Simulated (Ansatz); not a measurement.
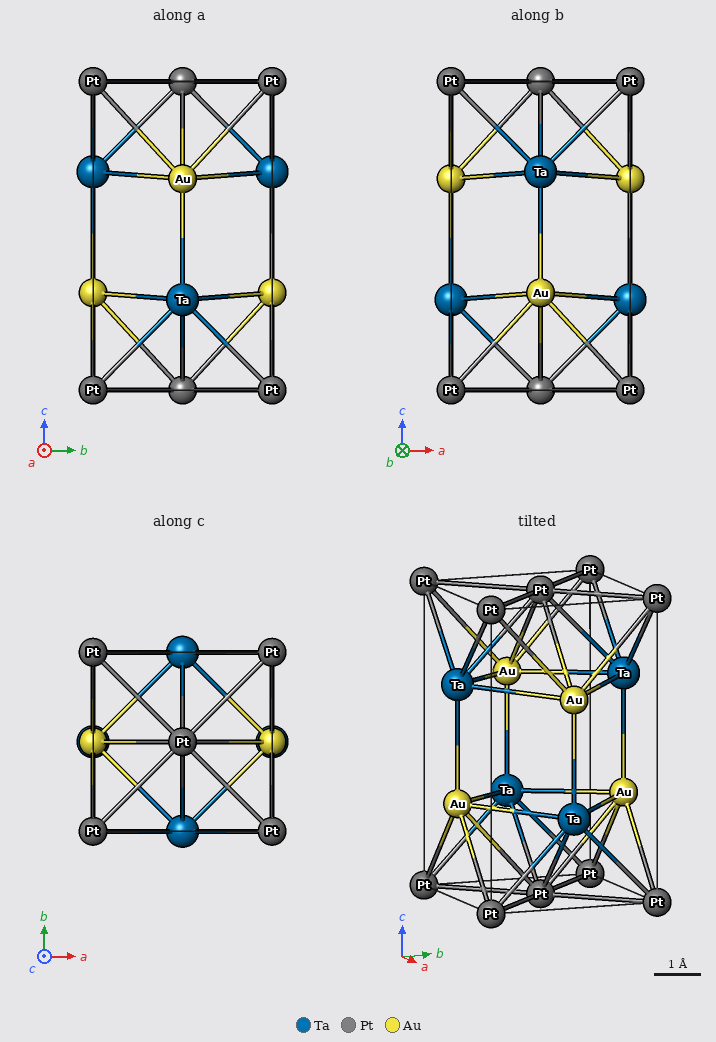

An orthographic ball-and-stick view of the structure, along the a axis, along the b axis, along the c axis and slightly off an axis. One conventional unit cell is framed, with atoms on its boundary repeated.

Lattice parameters: a = 3.9536 Å, b = 3.9536 Å, c = 6.8155 Å, α = 90.000°, β = 90.000°, γ = 90.000°.

Reconstruct the structure as a CIF with its space group and independent sites, with free fractional coordinates to two decimals.

```cif
data_structure
_symmetry_space_group_name_H-M 'P 4/n m m :1'
_symmetry_Int_Tables_number 129
_cell_length_a 3.9536
_cell_length_b 3.9536
_cell_length_c 6.8155
_cell_angle_alpha 90.000
_cell_angle_beta 90.000
_cell_angle_gamma 90.000
_cell_volume 106.53
loop_
_atom_site_label
_atom_site_type_symbol
_atom_site_symmetry_multiplicity
_atom_site_Wyckoff_symbol
_atom_site_fract_x
_atom_site_fract_y
_atom_site_fract_z
_atom_site_occupancy
Ta1 Ta 2 c 0.50 0.00 0.71 1
Pt1 Pt 2 a 0.50 0.50 0.00 1
Au1 Au 2 c 0.50 0.00 0.32 1
```

Its origin is a structure type filled with these elements by a generator (whether the compound takes this form wasn't checked). The structure drawn was relaxed with Ansatz, DFT PBE, scalar-relativistic, plane waves, PAW.
